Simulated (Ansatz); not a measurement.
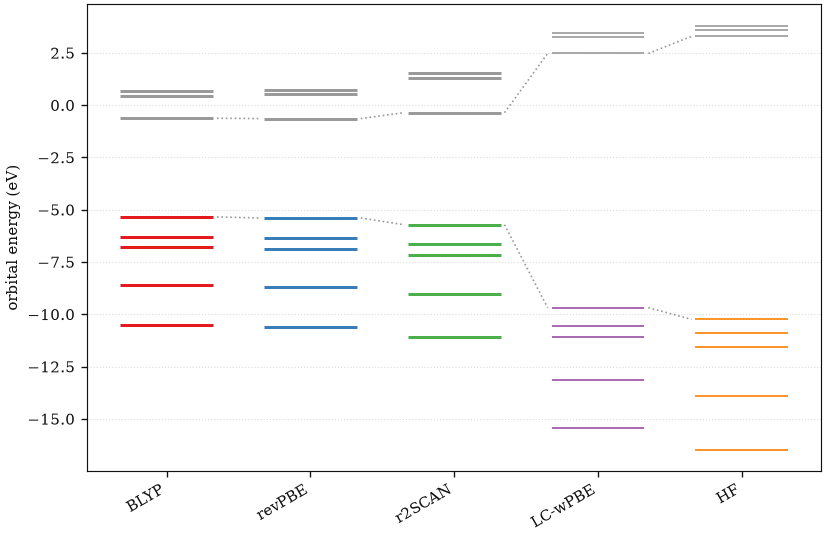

Frontier orbital energies of CH₅BN₂, SMILES N[C@H]1BN1 at one geometry, def2-TZVPP, the Ansatz code 0.2.0, at a PBE0-D4/def2-TZVP geometry (a minimum by its frequencies). Empty levels are grey, levels within 0.1 eV stand side by side; all columns show the same few orbitals around the gap. Dotted lines join the HOMOs and the LUMOs.

Question: How do the frontier levels move from column to column?

Answer: The separation grows from 4.72 eV (BLYP) to 13.53 eV (HF).

```
  level  HOMO (eV)  LUMO (eV)  separation (eV)
   BLYP      −5.34      −0.62             4.72
 revPBE      −5.39      −0.64             4.75
 r2SCAN      −5.71      −0.36             5.36
LC-wPBE      −9.68       2.48            12.16
     HF     −10.24       3.29            13.53
```

Limits of at least one run: empty levels above zero depend strongly on the basis.
